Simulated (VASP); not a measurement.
# HfPb with r2SCAN: from relaxation to properties, part 2 of 2

Aim: relax HfPb, then compute properties on the relaxed cell. The cell is invented: it takes the structure of COD entry 9012004, Pb (space group 225 there), with some of its atoms replaced by other elements, volume scaled by an estimate. It may not be a known or stable phase.

VASP 6.6.1; r2SCAN; plane waves and PAW (Pb_d, Hf_pv); invented cell.

So far. Step 2 (Relaxing cell and atoms (r2SCAN)): It ends with forces that vanish by symmetry and a pressure of 0.02 GPa. Step 3 (Second relaxation): It ends with forces that vanish by symmetry and a pressure of -0.05 GPa. The volume moved by under 0.01 %: the run met its threshold at the first step. The relaxed cell has a = 3.289, c = 4.288 Å (conventional setting).

## (4) Density, ELF and potential (r2SCAN)

The relaxed cell gets a fresh self-consistent run, on a basis set for its own volume, to fix the density and to check the remaining stress.

The input, INCAR:

```
SYSTEM = HfPb
PREC = Accurate
ENCUT = 400
EDIFF = 1E-06
NELM = 100
ISMEAR = 0
SIGMA = 0.05
LREAL = .FALSE.
ALGO = Normal
METAGGA = R2SCAN
LASPH = .TRUE.
LORBIT = 11
LWAVE = .FALSE.
LCHARG = .TRUE.
ISIF = 2
LELF = .TRUE.
LVHAR = .TRUE.
```

The input, POSCAR:

```
HfPb
1.0
    3.2891436265      0.0000000000      0.0000000000
    0.0000000000      3.2891436265      0.0000000000
    0.0000000000      0.0000000000      4.2878538950
Pb Hf
1 1
Direct
    0.0000000000      0.0000000000      0.0000000000
    0.5000000000      0.5000000000      0.5000000000
```

The input, KPOINTS:

```
Automatic mesh
0
Gamma
8 8 6
0 0 0
```

PAW data sets: Pb_d and Hf_pv (PBE family, release 64).

The run is started by

```console
$ mpirun -np 1 vasp_std
```

Output:

```text
[... set-up lines as in an earlier step ...]
 entering main loop
       N       E                     dE             d eps       ncg     rms          rms(c)
[... 13 cycles as in an earlier step ...]
   1 F= -.10128805E+03 E0= -.10128735E+03  d E =-.140287E-02
```

The job ended after 2.1 min (1 MPI rank of AMD EPYC 7R43, shared host; peak memory 0.13 GiB).

Parts of OUTCAR (step 4):

```text
The static configuration has the point symmetry D_4h.

 Found     60 irreducible k-points:

   NELECT =      24.0000    total number of electrons

 E-fermi :   7.8801

[... 20 parts as in an earlier step ...]
```

Numbers from this step:

| Property | Result |
| --- | --- |
| SCF cycles | 13 |

Valence electrons inside each PAW sphere by angular momentum. Sphere charges, by row:

| atom | s (e) | p (e) | d (e) | tot (e) |
| --- | --- | --- | --- | --- |
| Pb1 | 1.251 | 1.121 | 9.809 | 12.18 |
| Hf2 | 0.32 | 6.275 | 1.548 | 8.144 |

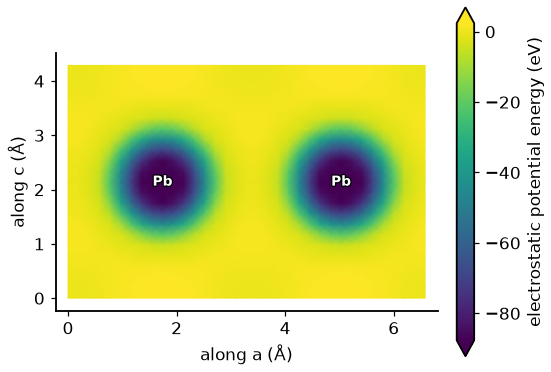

Electrostatic potential energy in the ac plane at fractional y = 0.000, with atoms of Pb within 0.2 Å of it. With pseudopotentials it is smooth inside the atoms' cores, unlike the true potential. The map starts off the cell's origin, so that atoms lie inside it.

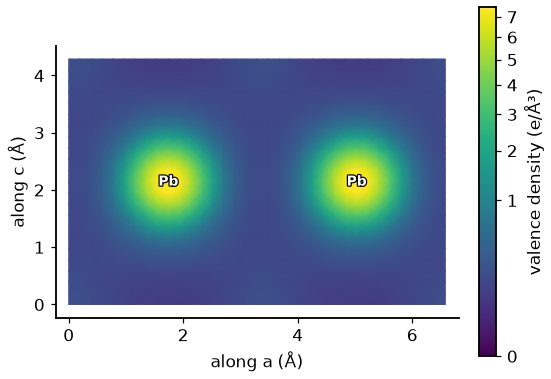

Valence density in the ac plane at fractional y = 0.000, with atoms of Pb within 0.2 Å of it. It is the smooth field of the valence electrons, not physical close to the nuclei. The map starts off the cell's origin, so that atoms lie inside it. The colour scale is stretched toward low values.

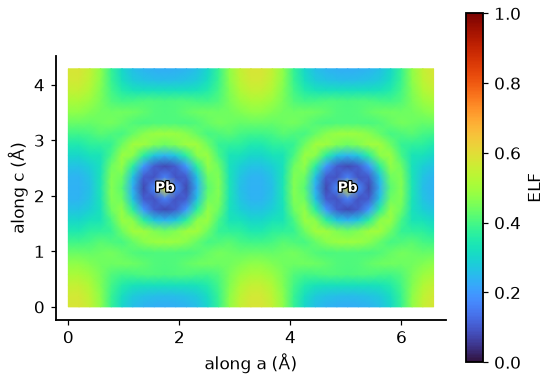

ELF in the ac plane at fractional y = 0.000, with atoms of Pb within 0.2 Å of it. It is the smooth field of the valence electrons, not physical close to the nuclei. The map starts off the cell's origin, so that atoms lie inside it.

In this run the pressure is -0.05 GPa, small enough to go on.

## (5) Band structure (r2SCAN)

The mesh alone shows little of the dispersion and can miss band extrema, so KPOINTS_OPT adds a path through the symmetry points after the self-consistent cycle.

Changes to INCAR since step 4:

```diff
@@ -13,5 +13,2 @@
 LWAVE = .FALSE.
-LCHARG = .TRUE.
-ISIF = 2
-LELF = .TRUE.
-LVHAR = .TRUE.
+LCHARG = .FALSE.
```

POSCAR is that of step 4.

KPOINTS is that of step 4.

The input, KPOINTS_OPT:

```
Line mode
16
Line-mode
Reciprocal
  0.00000000   0.00000000   0.00000000 GAMMA
  0.00000000   0.50000000   0.00000000 X

  0.00000000   0.50000000   0.00000000 X
  0.50000000   0.50000000   0.00000000 M

  0.50000000   0.50000000   0.00000000 M
  0.00000000   0.00000000   0.00000000 GAMMA

  0.00000000   0.00000000   0.00000000 GAMMA
  0.00000000   0.00000000   0.50000000 Z

  0.00000000   0.00000000   0.50000000 Z
  0.00000000   0.50000000   0.50000000 R

  0.00000000   0.50000000   0.50000000 R
  0.50000000   0.50000000   0.50000000 A

  0.50000000   0.50000000   0.50000000 A
  0.00000000   0.00000000   0.50000000 Z

  0.00000000   0.50000000   0.00000000 X
  0.00000000   0.50000000   0.50000000 R

  0.50000000   0.50000000   0.00000000 M
  0.50000000   0.50000000   0.50000000 A
```

The run is started by

```console
$ mpirun -np 1 vasp_std
```

Output:

```text
[... set-up lines as in an earlier step ...]
 entering main loop
       N       E                     dE             d eps       ncg     rms          rms(c)
[... 13 cycles as in an earlier step ...]
   1 F= -.10128805E+03 E0= -.10128735E+03  d E =-.140287E-02
 Start KPOINTS_OPT (optional k-point list driver)
k-point batch [1-60\144]
       N       E                     dE             ncg
DAV:   1    -0.271630059943E+04   -0.28689E+05     1920
DAV:   2    -0.125316194674E+05   -0.98153E+04     1976
DAV:   3    -0.130875955956E+05   -0.55598E+03     2672
DAV:   4    -0.130967735770E+05   -0.91780E+01     2280
DAV:   5    -0.130971392938E+05   -0.36572E+00     2832
DAV:   6    -0.130971548381E+05   -0.15544E-01     2640
DAV:   7    -0.130971549128E+05   -0.74726E-04     2776
DAV:   8    -0.130971549138E+05   -0.93996E-06     1808
[...]
k-point batch [121-144\144]
       N       E                     dE             ncg
DAV:   1     0.244645215257E+05   -0.21782E+05      776
DAV:   2     0.206831228867E+05   -0.37814E+04      800
DAV:   3     0.204857680931E+05   -0.19735E+03     1104
DAV:   4     0.204827415062E+05   -0.30266E+01      880
DAV:   5     0.204826319494E+05   -0.10956E+00     1208
DAV:   6     0.204826283040E+05   -0.36453E-02      984
DAV:   7     0.204826282835E+05   -0.20511E-04     1152
DAV:   8     0.204826282832E+05   -0.26550E-06      680
```

Run time: 4.9 min. Hardware: 1 MPI rank; peak memory 0.15 GiB.

Parts of OUTCAR (step 5):

```text
   NELECT =      24.0000    total number of electrons

 E-fermi :   7.8801

[... 20 parts as in an earlier step ...]

[... 2 further parts left out ...]
```

Spin-orbit coupling is off here; with elements this heavy it splits and shifts levels by tenths of an eV or more.

Electronic bands along the path, in eV, zero at the Fermi level; # counts the bands kept:

| point | #1 | #2 | #3 | #4 | #5 | #6 |
| --- | --- | --- | --- | --- | --- | --- |
| Γ | -12.57 | -2.33 | -1.59 | -1.47 | 2.74 | 2.74 |
| X | -9.44 | -6.49 | -2.73 | -1.14 | 1.15 | 2.83 |
| M | -7.71 | -2.97 | -2.97 | -0.79 | 0.28 | 0.28 |
| Γ | -12.57 | -2.33 | -1.59 | -1.47 | 2.74 | 2.74 |
| Z | -11.29 | -7.08 | -1.50 | 0.72 | 0.72 | 0.90 |
| R | -9.50 | -4.49 | -3.06 | -2.32 | 1.94 | 2.07 |
| A | -6.48 | -4.18 | -4.18 | -3.84 | 2.08 | 3.01 |
| Z | -11.29 | -7.08 | -1.50 | 0.72 | 0.72 | 0.90 |
| jump to X | -9.44 | -6.49 | -2.73 | -1.14 | 1.15 | 2.83 |
| R | -9.50 | -4.49 | -3.06 | -2.32 | 1.94 | 2.07 |
| jump to M | -7.71 | -2.97 | -2.97 | -0.79 | 0.28 | 0.28 |
| A | -6.48 | -4.18 | -4.18 | -3.84 | 2.08 | 3.01 |

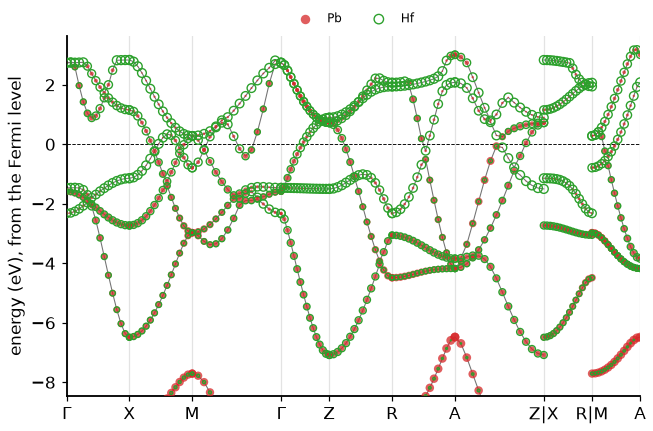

Electronic bands along the path; dots are coloured as in the legend, and their area grows with the weight.

There is no gap at this level.

## (6) Total and projected DOS (r2SCAN)

Here the states are counted by energy and projected on the atoms. The mesh is finer than in the run before.

Changes to INCAR since step 5:

```diff
@@ -5,3 +5,3 @@
 NELM = 100
-ISMEAR = 0
+ISMEAR = -5
 SIGMA = 0.05
@@ -14 +14,2 @@
 LCHARG = .FALSE.
+NEDOS = 2001
```

POSCAR is that of step 5.

The input, KPOINTS:

```
Automatic mesh
0
Gamma
12 12 9
0 0 0
```

The run is started by

```console
$ mpirun -np 1 vasp_std
```

Output:

```text
[... set-up lines as in an earlier step ...]
 entering main loop
       N       E                     dE             d eps       ncg     rms          rms(c)
DAV:   1     0.609011410490E+02    0.60901E+02   -0.11752E+04  4512   0.144E+03
DAV:   2    -0.991337738136E+02   -0.16003E+03   -0.15807E+03  4600   0.367E+02
DAV:   3    -0.107616902019E+03   -0.84831E+01   -0.84622E+01  6344   0.834E+01
DAV:   4    -0.107754792152E+03   -0.13789E+00   -0.13792E+00  5024   0.124E+01
DAV:   5    -0.107760600371E+03   -0.58082E-02   -0.58041E-02  6904   0.234E+00    0.361E+01
DAV:   6    -0.101258605393E+03    0.65020E+01   -0.24979E+00  5832   0.241E+01    0.208E+01
DAV:   7    -0.101310770221E+03   -0.52165E-01   -0.64035E-01  6096   0.491E+00    0.457E+00
DAV:   8    -0.101306475765E+03    0.42945E-02   -0.82018E-02  5784   0.242E+00    0.692E-01
DAV:   9    -0.101305644418E+03    0.83135E-03   -0.60118E-03  5512   0.514E-01    0.230E-01
DAV:  10    -0.101305664155E+03   -0.19737E-04   -0.10127E-03  5664   0.300E-01    0.454E-02
DAV:  11    -0.101305683087E+03   -0.18932E-04   -0.41476E-05  5824   0.616E-02    0.180E-02
DAV:  12    -0.101305684576E+03   -0.14887E-05   -0.11127E-05  5664   0.376E-02    0.421E-03
DAV:  13    -0.101305684479E+03    0.96859E-07   -0.46830E-07  2936   0.935E-03
   1 F= -.10130568E+03 E0= -.10130568E+03  d E =0.000000E+00
 -----------------------------------------------------------------------------
|                                                                             |
|           W    W    AA    RRRRR   N    N  II  N    N   GGGG   !!!           |
|           W    W   A  A   R    R  NN   N  II  NN   N  G    G  !!!           |
|           W    W  A    A  R    R  N N  N  II  N N  N  G       !!!           |
|           W WW W  AAAAAA  RRRRR   N  N N  II  N  N N  G  GGG   !            |
|           WW  WW  A    A  R   R   N   NN  II  N   NN  G    G                |
|           W    W  A    A  R    R  N    N  II  N    N   GGGG   !!!           |
|                                                                             |
|     Tetrahedron method does not include variations of the Fermi             |
|     occupations, so forces and stress will be inaccurate. We suggest        |
|     using a different smearing scheme ISMEAR = 1 or 2 for metals in         |
|     relaxations.                                                            |
|                                                                             |
 -----------------------------------------------------------------------------
```

Run time: 6.7 min. Hardware: 1 MPI rank; peak memory 0.18 GiB.

From OUTCAR (step 6):

```text
   k-points           NKPTS =    140   k-points in BZ     NKDIM =    140   number of bands    NBANDS=     16

   NELECT =      24.0000    total number of electrons

 E-fermi :   7.9501

 k-point     1 :       0.0000    0.0000    0.0000
  band No.  band energies     occupation
    ...
      8      -9.6828      2.00000
      9      -4.6921      2.00000
     10       5.5522      2.00000
     11       6.2889      2.00000
     12       6.4149      2.00000
     13      10.6296      0.00000
     14      10.6296      0.00000
     15      11.7089      0.00000
     16      11.7090      0.00000

  Total       -0.1298743     -0.1298743     -0.0915034      0.0000000      0.0000000     -0.0000000
  in kB       -4.4856768     -4.4856768     -3.1604015      0.0000000      0.0000000     -0.0000000
  external PRESSURE =      -4.0439184 kB  Pullay stress =       0.0000000 kB

  FREE ENERGIE OF THE ION-ELECTRON SYSTEM (eV)
  ---------------------------------------------------
  free  energy   TOTEN  =      -101.3056844793 eV

  energy  without entropy=     -101.3056844793  energy(sigma->0) =     -101.30568448

[... 7 parts as in an earlier step ...]

[... 10 further parts left out ...]
```

With tetrahedra the forces and stress of a metal are not exact derivatives of the energy.

Numbers from this step:

* irreducible k-points: 140
* free energy (TOTEN): -101.3057 eV
* Fermi energy: 7.950 eV
* pressure: -0.4044 GPa
* DOS at the Fermi level: 0.4362 states/eV/cell

The density of states has structure finer than the step of the table below, so its rows give means over 1 eV, whole bins alone (the curve runs from -12.0 to 2.45 eV). Peaks (eV: height): total -1.5: 2.06, -1.1: 1.86, 0.3: 2.28, 1.7: 2.91; Hf d -1.5: 0.976, -1.1: 0.812, 0.3: 0.994, 1.7: 1.60; Pb p -4.2: 0.296, -3.2: 0.354, 0.3: 0.178, 1.7: 0.176; Hf p -3.2: 0.146, -0.6: 0.0832, 0.3: 0.134, 2.0: 0.168; Pb s -9.6: 0.555, 2.1: 0.0922.

States under -12.0 eV and over 2.5 eV are left out. Density of states against energy, zero at the Fermi level; means over each step; values in states/eV/cell:

| energy (eV) | total | Hf d | Pb p | Hf p | Pb s |
| --- | --- | --- | --- | --- | --- |
| -11 | 0.471 | 0.00478 | 0.00795 | 0.0157 | 0.251 |
| -10 | 0.653 | 0.0170 | 0.0127 | 0.0198 | 0.368 |
| -9 | 0.434 | 0.0163 | 0.0107 | 0.0109 | 0.254 |
| -8 | 0.191 | 0.00996 | 0.00503 | 0.00253 | 0.116 |
| -7 | 0.0532 | 0.00181 | 0.00512 | 6.0e-4 | 0.0184 |
| -6 | 0.233 | 0.0107 | 0.0480 | 0.00807 | 0.00484 |
| -5 | 0.615 | 0.0402 | 0.138 | 0.0342 | 0.0163 |
| -4 | 1.03 | 0.136 | 0.250 | 0.0596 | 0.0230 |
| -3 | 1.26 | 0.239 | 0.298 | 0.100 | 0.0195 |
| -2 | 0.948 | 0.280 | 0.170 | 0.0549 | 0.0228 |
| -1 | 1.67 | 0.707 | 0.145 | 0.0752 | 0.0306 |
| 0 | 0.962 | 0.401 | 0.0864 | 0.0521 | 0.0260 |
| 1 | 1.99 | 1.00 | 0.142 | 0.0904 | 0.0429 |

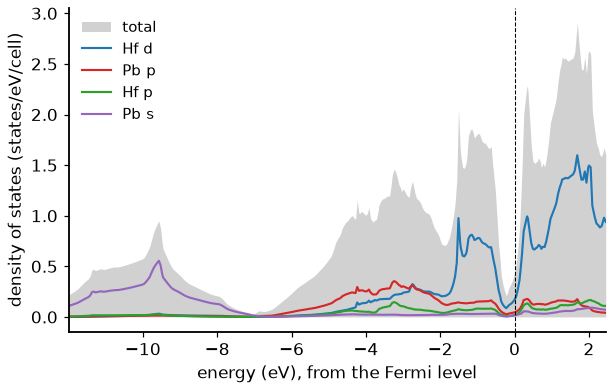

Density of states against energy.

The finer mesh and the other smearing move the Fermi level by +0.07 eV from the 8×8×6 run, one measure of the sampling error in the zero of the bands above. Of the states within 0.3 eV of the Fermi level, the largest shares in the PAW spheres are Hf d 42 %, Pb p 9 % and Hf p 5 %. The rest lies in smaller channels or between the spheres.

## (7) Vibrations at Γ (r2SCAN)

Zone-centre modes test whether the atoms sit at a minimum within this cell. IBRION = 6 takes the force constants from differences of forces between displaced cells, so the forces must be tight.

The input, INCAR:

```
SYSTEM = HfPb
PREC = Accurate
ENCUT = 400
EDIFF = 1E-08
NELM = 100
ISMEAR = 0
SIGMA = 0.05
LREAL = .FALSE.
ALGO = Normal
METAGGA = R2SCAN
LASPH = .TRUE.
LORBIT = 11
LWAVE = .FALSE.
LCHARG = .FALSE.
IBRION = 6
NFREE = 2
POTIM = 0.015
ISIF = 2
NSW = 1
```

POSCAR is that of step 6.

The input, KPOINTS:

```
Automatic mesh
0
Gamma
8 8 6
0 0 0
```

The run is started by

```console
$ mpirun -np 1 vasp_std
```

Output:

```text
[... set-up lines as in an earlier step ...]
 entering main loop
       N       E                     dE             d eps       ncg     rms          rms(c)
[... 11 cycles as in an earlier step ...]
DAV:  12    -0.101288054110E+03   -0.50776E-05   -0.10652E-05  2456   0.363E-02    0.739E-03
DAV:  13    -0.101288053984E+03    0.12578E-06   -0.60794E-07  2648   0.967E-03    0.982E-04
DAV:  14    -0.101288053925E+03    0.59248E-07   -0.19473E-07  2232   0.382E-03    0.634E-04
DAV:  15    -0.101288053880E+03    0.44979E-07   -0.15300E-08  1560   0.166E-03    0.842E-04
DAV:  16    -0.101288053913E+03   -0.32392E-07   -0.23523E-09  1200   0.553E-04    0.857E-05
DAV:  17    -0.101288053920E+03   -0.70354E-08   -0.10462E-09  1184   0.511E-04
   1 F= -.10128805E+03 E0= -.10128735E+03  d E =-.140286E-02
[... from here on, the cycles between the ionic steps are left out ...]
   2 F= -.10128783E+03 E0= -.10128713E+03  d E =-.140952E-02
   3 F= -.10128783E+03 E0= -.10128713E+03  d E =-.140952E-02
   4 F= -.10128718E+03 E0= -.10128647E+03  d E =-.142298E-02
   5 F= -.10128718E+03 E0= -.10128647E+03  d E =-.142298E-02
   6 F= -.10128783E+03 E0= -.10128712E+03  d E =-.140951E-02
   7 F= -.10128783E+03 E0= -.10128712E+03  d E =-.140951E-02
   8 F= -.10128718E+03 E0= -.10128647E+03  d E =-.142297E-02
[...]
hard stop encountered!  aborting job ...
[...]
|     The electronic self-consistency was not achieved in the given           |
[...]
soft stop encountered!  aborting job ...
   9 F= -.10125992E+03 E0= -.10125920E+03  d E =-.143940E-02
 deleting file STOPCAR
```

It took 21 min on 1 MPI rank; peak memory 0.22 GiB.

The run was stopped at its time limit, by a STOPCAR file.

More ranks or a longer limit would be the way on.

## (8) Field gradients at the nuclei (r2SCAN)

Field gradients probe how far the charge around each nucleus departs from cubic symmetry; LASPH keeps the non-spherical terms inside the spheres.

The input, INCAR:

```
SYSTEM = HfPb
PREC = Accurate
ENCUT = 400
EDIFF = 1E-07
NELM = 100
ISMEAR = 0
SIGMA = 0.05
LREAL = .FALSE.
ALGO = Normal
METAGGA = R2SCAN
LASPH = .TRUE.
LORBIT = 11
LWAVE = .FALSE.
LCHARG = .FALSE.
LEFG = .TRUE.
```

POSCAR is that of step 7.

KPOINTS is that of step 7.

The run is started by

```console
$ mpirun -np 1 vasp_std
```

Output:

```text
[... set-up lines as in an earlier step ...]
 entering main loop
       N       E                     dE             d eps       ncg     rms          rms(c)
[... 12 cycles as in an earlier step ...]
DAV:  13    -0.101288053984E+03    0.12616E-06   -0.60294E-07  2416   0.967E-03    0.981E-04
DAV:  14    -0.101288053925E+03    0.59381E-07   -0.19329E-07  1680   0.392E-03
ion   1
     0.0000000    -0.0000000     0.0000000    -1.5993332     0.0000000    -0.0000000
     0.0000688    -0.0000000     0.0000000    -1.5993331     0.0000000    -0.0000000
     0.0000947    -0.0000000     0.0000000    -1.5993331     0.0000000    -0.0000000
     0.0001304    -0.0000000     0.0000000    -1.5993330     0.0000000    -0.0000000
     0.0001796    -0.0000000     0.0000000    -1.5993328     0.0000000    -0.0000000

     0.0000000     0.0000000     0.0000000   307.5641466     0.0000000     0.0000000
     0.0000688     0.0000000     0.0000000   306.9436588     0.0000000     0.0000000
     0.0000947     0.0000000     0.0000000   306.6512232     0.0000000     0.0000000
     0.0001304     0.0000000     0.0000000   306.2075777     0.0000000     0.0000000
     0.0001796     0.0000000     0.0000000   305.5374775     0.0000000     0.0000000

ion   2
     0.0000000     0.0000000    -0.0000000    -2.0671951    -0.0000000     0.0000000
     0.0000654     0.0000000    -0.0000000    -2.0671952    -0.0000000     0.0000000
     0.0000901     0.0000000    -0.0000000    -2.0671952    -0.0000000     0.0000000
     0.0001241     0.0000000    -0.0000000    -2.0671952    -0.0000000     0.0000000
     0.0001709     0.0000000    -0.0000000    -2.0671953    -0.0000000     0.0000000

     0.0000000     0.0000000    -0.0000000   -69.0380423    -0.0000000     0.0000000
     0.0000654     0.0000000    -0.0000000   -69.0341390    -0.0000000     0.0000000
     0.0000901     0.0000000    -0.0000000   -69.0339352    -0.0000000     0.0000000
     0.0001241     0.0000000    -0.0000000   -69.0346786    -0.0000000     0.0000000
     0.0001709     0.0000000    -0.0000000   -69.0374617    -0.0000000     0.0000000

   1 F= -.10128805E+03 E0= -.10128735E+03  d E =-.140292E-02
```

It took 2.3 min on 1 MPI rank; peak memory 0.13 GiB.

From OUTCAR (step 8):

```text
   NELECT =      24.0000    total number of electrons

 E-fermi :   7.8801

 k-point     1 :       0.0000    0.0000    0.0000
  band No.  band energies     occupation
    ...
      8      -9.6693      2.00000
      9      -4.6871      2.00000
     10       5.5531      2.00000
     11       6.2919      2.00000
     12       6.4133      2.00000
     13      10.6183      0.00000
     14      10.6183      0.00000
     15      11.7105      0.00000
     16      11.7107      0.00000

  Total       -0.0139359     -0.0139359     -0.0148306      0.0000000      0.0000000      0.0000000
  in kB       -0.4813251     -0.4813251     -0.5122285      0.0000000      0.0000000      0.0000000
  external PRESSURE =      -0.4916263 kB  Pullay stress =       0.0000000 kB

  FREE ENERGIE OF THE ION-ELECTRON SYSTEM (eV)
  ---------------------------------------------------
  free  energy   TOTEN  =      -101.2880539247 eV

  energy  without entropy=     -101.2866510055  energy(sigma->0) =     -101.28735247

 Electric field gradients after diagonalization (V/A^2)
 (convention: |V_zz| > |V_xx| > |V_yy|)
----------------------------------------------------------------------
 ion       V_xx      V_yy      V_zz     asymmetry (V_yy - V_xx)/ V_zz
----------------------------------------------------------------------
   1     193.782   193.782  -387.564       0.000
   2     -42.907   -42.907    85.814       0.000
----------------------------------------------------------------------

[... 10 parts as in an earlier step ...]

[... 8 further parts left out ...]
```

Numbers from this step:

```
SCF cycles           : 14
irreducible k-points : 60
free energy (TOTEN)  : -101.2881 eV
Fermi energy         : 7.880 eV
pressure             : -0.04916 GPa
```

Electric field gradients, by row:

| atom | Vxx (V/Å²) | Vyy (V/Å²) | Vzz (V/Å²) | asymmetry |
| --- | --- | --- | --- | --- |
| Pb1 | 193.8 | 193.8 | -387.6 | 0 |
| Hf2 | -42.91 | -42.91 | 85.81 | 0 |

The largest gradient, -387.56 V/Å², sits on Pb1; the stable nuclei of Pb have no quadrupole moment in their ground state, so NMR and NQR don't see it.

## (9) Summary of results

* relaxed volume: 23.19 Å³/atom
* relaxed conventional cell a, b, c: 3.289, 3.289, 4.288 Å
* space group after relaxing, within 0.02 Å: P4/mmm (No. 123)
* band gap: none, a metal
* DOS at the Fermi level: 0.436 states/eV/cell
* largest field gradient Vzz: -387.56 V/Å² on Pb1

In words: With r2SCAN, HfPb relaxes to 23.19 Å³/atom in space group P4/mmm (held by the symmetry of the run) and comes out as a metal. Not obtained: vibrations at Γ (r2SCAN), because the run hit its time limit. Band structure (r2SCAN): Of the bands kept, 2 cross the Fermi level on this path. Spin-orbit coupling is left out, and with elements this heavy it would split and shift bands near the Fermi level. The k-sampling is coarse for a metal, so the Fermi level, pressures and the shape of the cell carry errors. No search among competing phases was made. All values are for a static lattice at zero temperature.

[Lines on the potential files, build, host, timing and source positions are cut from VASP's logs without a mark.]

[Logs are printed without paths, hosts, clocks, repeated set-up lines and the standing remarks that a program may print on its own settings, such as how far it seeks lower states.]

[Hosts, paths, dates, database ids (printed as entryN), source tags and the programs' standing remarks are cut or masked in the printed files.]

[A measured line is paired with the nearest computed mode of its activity, which favours agreement.]
